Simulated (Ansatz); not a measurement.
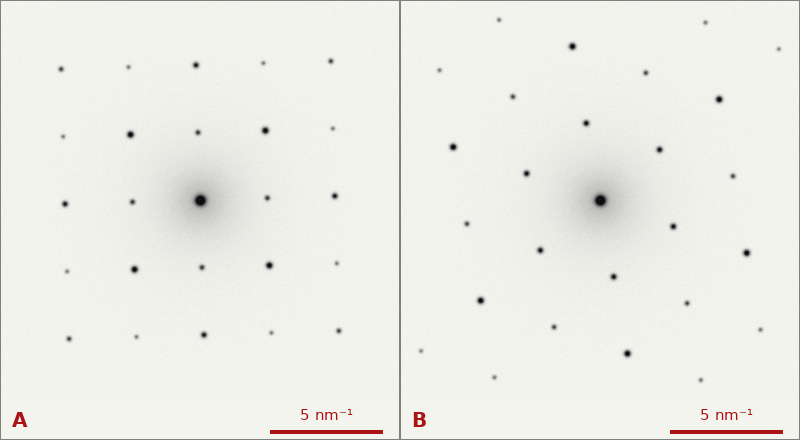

Kinematic electron diffraction patterns (120 kV, B = 0.5 Å², same scale, each along a low-index zone) of two structures of composition CsRh2, each relaxed at zero pressure with DFT PBE, scalar-relativistic, plane waves, PAW in Ansatz.

The structures (standard cells):
1. Fd-3m (No. 227), a = 8.057 Å, 24 atoms; generated start, possibly hypothetical
2. P4/nmm (No. 129), a = 4.659 Å, c = 9.853 Å, 6 atoms; generated start, possibly hypothetical

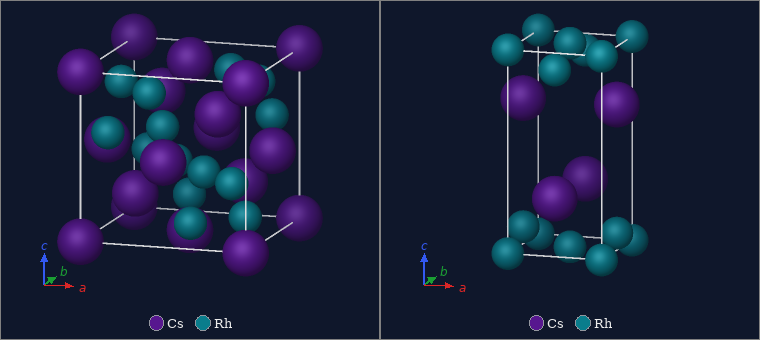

Drawings of the structures 1 to 2, from left to right (each may span several cells).

> Which pattern belongs to which structure, and along which zone?

A is structure 2 along [001]: square net of 1 -1 0 at d = 3.29 Å and 1 1 0 at d = 3.29 Å, 90.0° apart (some points of this net are extinct or too weak to see). B is structure 1 along [111] or an equivalent direction: hexagonal net of -2 2 0 at d = 2.85 Å and -2 0 2 at d = 2.85 Å, 60.0° apart.

> Rank the structures by their computed energy.

Structure 2 (P4/nmm, 35.64 Å³ an atom) is the lowest of these; structure 1 (Fd-3m, 21.79 Å³ an atom) lies about 490 meV an atom higher. These are static energies at 0 K; other structures, not shown, may lie lower still.
